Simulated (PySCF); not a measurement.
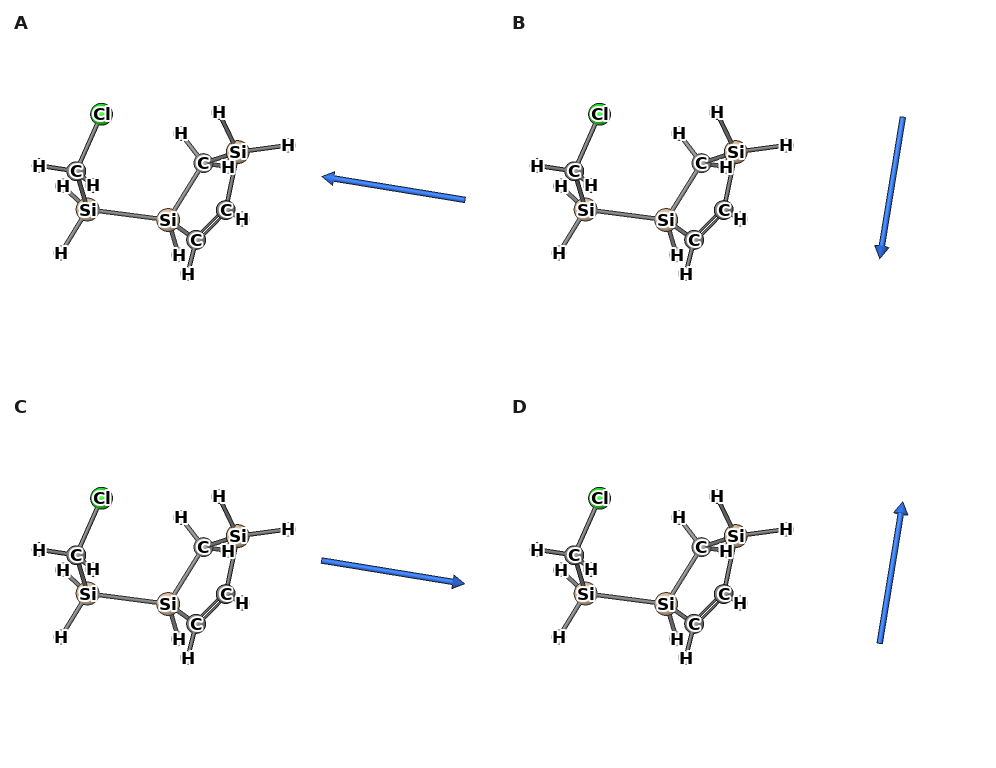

The same molecule four times, each with an arrow. Computed geometry: GFN2-xTB optimisation. No frequency run is at hand to confirm it as a minimum. Method: PBE0/pcSseg-1, gas phase (PySCF 2.14.0).

Which arrow points along the dipole moment, from the negative to the positive end?

B. The dipole moment is 1.45 D.

The geometry is semi-empirical. Around Si such bond lengths and angles can be off by a tenth of an ångström or more and by several degrees, and values that hang on the shape move with them.
